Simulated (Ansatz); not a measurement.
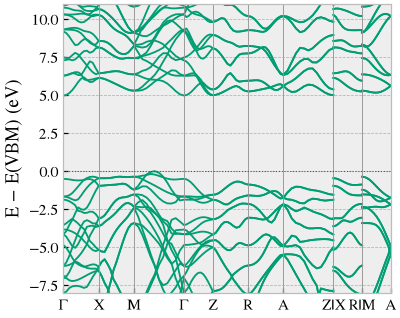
Band structure from PBE (plane waves, PAW; program Ansatz)

### Question
Read off the gap and where the band edges lie.

### Answer
About 5.0 eV (4.97 eV by a search for the band edges); maximum on the M–Γ line, 40 % of the way from M, minimum at Γ.

### Question
Which of these materials gives this?
(A) C, P4_32_12 (C on 4a, C on 8b)
(B) ZrO2, P4_2/nmc (Zr on 2a, O on 4d)
(C) SiO2, P4_12_12 (Si on 4a, O on 8b)
(D) HfO2, P4_2/nmc (Hf on 2a, O on 4d)

### Answer
A, C, P4_32_12 (C on 4a, C on 8b)

The start of the workflow was typed in or built on a structure type; neither database checked (COD, Materials Project) lists it. It is not the phase usual at ambient conditions (space group No. 194, 227). The cell was relaxed with PBE under the symmetry of its start; its stability against distortions is not shown here. The volume moved by 16 % from the start of the relaxation.

Potentials: the earlier of the program's two PAW sets.
